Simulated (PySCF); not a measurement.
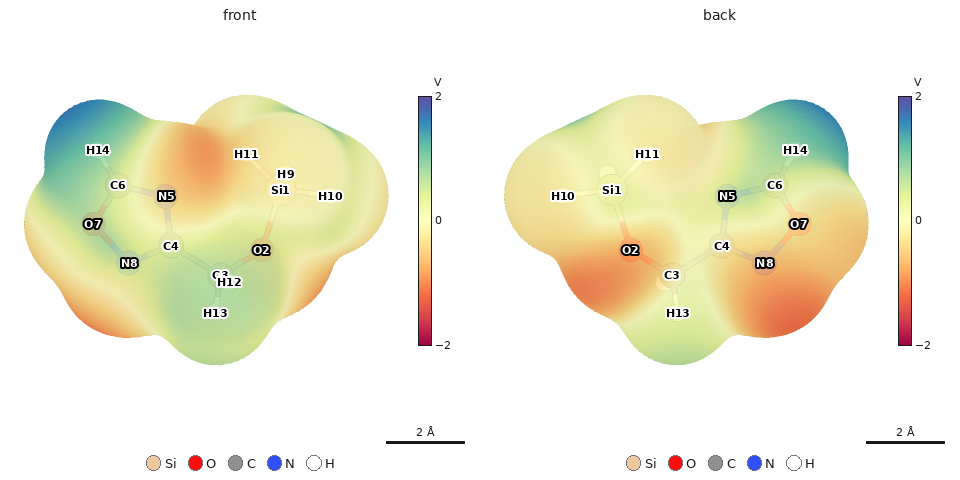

C₃H₆N₂O₂Si. The molecular electrostatic potential painted on the density surface at 0.001 e/bohr³, seen from the front and from behind; red is negative and blue positive.

Geometry: GFN2-xTB.

Method: PBE0/pcSseg-1, SCF density, gas phase, non-relativistic in PySCF 2.14.0.

Input

```
{"job": {"kind": "nmr", "xc": "PBE0", "basis": "pcSseg-1"}, "charge": 0, "multiplicity": 1}
Si    -1.661523     1.386973    -0.389114
O     -1.712148    -0.240073    -0.347222
C     -0.730190    -1.172102    -0.649105
C      0.584795    -0.851654    -0.034258
N      1.238389     0.328468    -0.252335
C      2.308257     0.195928     0.459307
O      2.369778    -0.970113     1.091730
N      1.238292    -1.645257     0.765090
H     -1.152170     1.880458    -1.667829
H     -3.085954     1.612566    -0.194832
H     -0.852505     1.943366     0.696854
H     -0.591048    -1.222199    -1.739096
H     -1.059088    -2.150551    -0.284017
H      3.104435     0.903717     0.572561
```

Run with:

```sh
OMP_NUM_THREADS=1 python probes_run.py task.json out
```

Question: Describe the electrostatic potential map.

Answer: The most negative region (about −1.2 V, or −28 kcal/mol for a unit charge) lies over N8, the most positive (about +1.6 V, or +37 kcal/mol for a unit charge) over H14. N8 is the likeliest acceptor of a hydrogen bond.

Question: What dipole moment does the calculation give?

Answer: Its dipole moment is 2.09 D.
